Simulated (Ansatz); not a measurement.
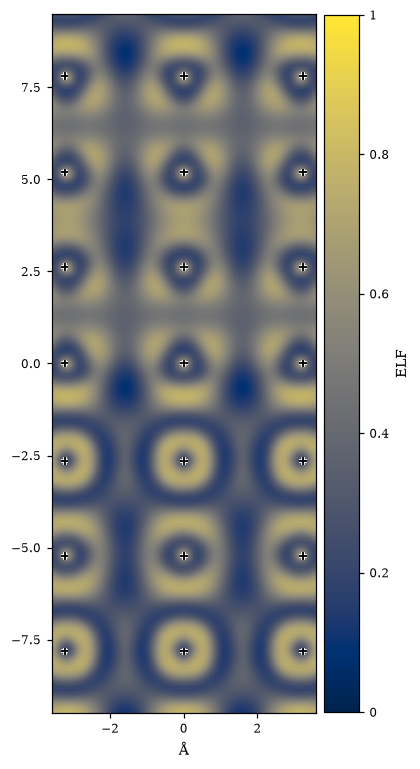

The ELF on a plane through atoms (crosses mark nuclei in the plane).

Theory: DFT r2SCAN, scalar-relativistic, plane waves, PAW in Ansatz.

Candidates:
A. ZrAg₄Se₃, a = 5.60 Å, b = 5.60 Å, c = 5.60 Å, α = 90.00°, β = 90.00°, γ = 90.00°. Space group P-43m; a generated structure, not necessarily the stable one.
B. Si₅Mo₂, a = 3.24 Å, b = 3.24 Å, c = 18.27 Å, α = 90.00°, β = 90.00°, γ = 90.00°. Space group I4/mmm; a generated structure, not necessarily the stable one; computed pressure about −4 GPa in this cell; computed without spin polarisation.

Which system is this?

Candidate B: Si₅Mo₂ on the (100) plane of the conventional cell, which holds Si and Mo. Si–Si (2.57 Å): the ELF peaks at about 0.70 between the atoms. Si–Mo (2.59 Å): the ELF peaks at about 0.75 in the valence shell of Si, 0.9 Å from its nucleus, and is about 0.35 at the midpoint.
